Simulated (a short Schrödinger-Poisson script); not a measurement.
Structure: MOS inversion layer, Si3N4 on p-type Si(100), at 300 K.

| layer | material | thickness (nm) | Na (cm⁻³) |
|---|---|---|---|
| 1 | Si3N4 | 4.7 | - |
| 2 | Si | 210 | 4.3e18 |

Constants are typed, rounded textbook-type inputs, not results; the design itself was drawn at random and stands for no fabricated device. Si3N4: permittivity 7.5, conduction-band edge (eV) 1.95, gap (eV) 5.1, electron mass (mₑ) 0.5. Si: permittivity 11.7, conduction-band edge (eV) 0, gap (eV) 1.124, Nv at 300 K (cm⁻³) 3.1e19.

Channel valleys (confinement mass, in-plane density-of-states mass, number): Δ2 0.916, 0.19, 2; Δ4 0.19, 0.417, 4. At the gate the conduction-band edge of layer 1 lies 2.32 eV − eVg above the Fermi level of the channel; the field vanishes at the back. Gaps are held at their typed values at every temperature. Mesh 0.03 nm at interfaces.

From a short Schrödinger-Poisson script (our own, NumPy): 1D Poisson equation in equilibrium, electrons quantum, Hartree (BenDaniel-Duke, 12 states a valley, the channel's in-plane mass for all, wave functions free to enter the dielectric), parabolic valleys, classical holes, full ionisation, no traps, pinning or gate leakage.

Only gate voltages with over 1e8 electrons/cm² are shown.

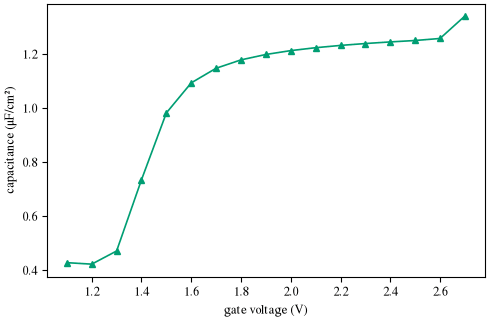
Fig. 1. Quasi-static capacitance against gate voltage

```csv
Vg (V),electrons (cm⁻²),C (μF/cm²),Δ2 E0 (meV),Δ2 E1 (meV),Δ4 E0 (meV),Δ4 E1 (meV)
1.1,1.59e8,0.427,267.2,398.0,349.1,561.8
1.2,2.00e9,0.422,201.4,335.9,285.1,504.4
1.3,2.44e10,0.471,136.4,274.3,221.7,447.4
1.4,1.91e11,0.734,82.6,223.6,169.4,400.2
1.5,6.26e11,0.982,50.7,194.2,138.8,372.9
1.6,1.22e12,1.09,31.9,177.7,121.0,357.6
1.7,1.89e12,1.15,18.8,166.8,109.0,347.6
1.8,2.59e12,1.18,8.8,158.7,99.9,340.4
1.9,3.31e12,1.20,0.5,152.4,92.6,334.7
2,4.05e12,1.21,-6.7,147.2,86.3,-
2.1,4.80e12,1.22,-13.0,142.8,80.8,-
2.2,5.56e12,1.23,-18.8,-,75.9,-
2.3,6.32e12,1.24,-24.2,-,-,-
2.4,7.09e12,1.24,-,-,-,-
2.5,7.86e12,1.25,-,-,-,-
2.6,8.64e12,1.26,-,-,-,-
2.7,9.44e12,1.34,-,-,-,-
```

Subbands count from the Fermi level; a dash marks a level above the dielectric's band edge.
